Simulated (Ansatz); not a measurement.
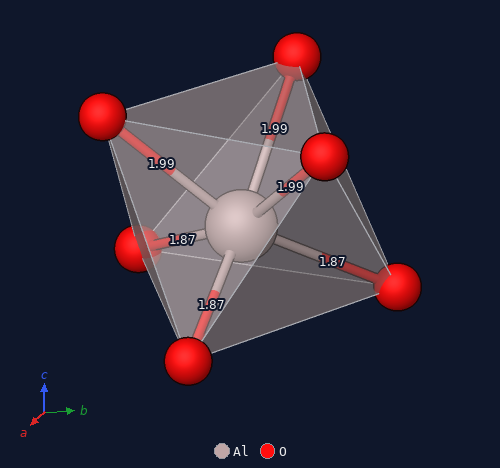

Coordination of Al in Al2O3 (R-3c); bond lengths in Å. Continuous shape measures are computed against ideal polyhedra (0 is ideal; above about 3 the distortion is strong). Source: the geometry relaxed with Ansatz, DFT PBE, scalar-relativistic, plane waves, PAW.

Question: What geometry does the central atom have?

Answer: AlO6: a slightly distorted octahedron (coordination number 6, S = 0.59; next best trigonal prism, S = 15.5).

Question: Is there a pattern of short and long bonds?

Answer: Yes, a 3 + 3 pattern: 3 short (1.87 Å on average) and 3 long (1.99 Å).

Question: Does the central atom sit at the centroid of its ligands?

Answer: No, it is displaced by 0.25 Å; the site symmetry is 3.
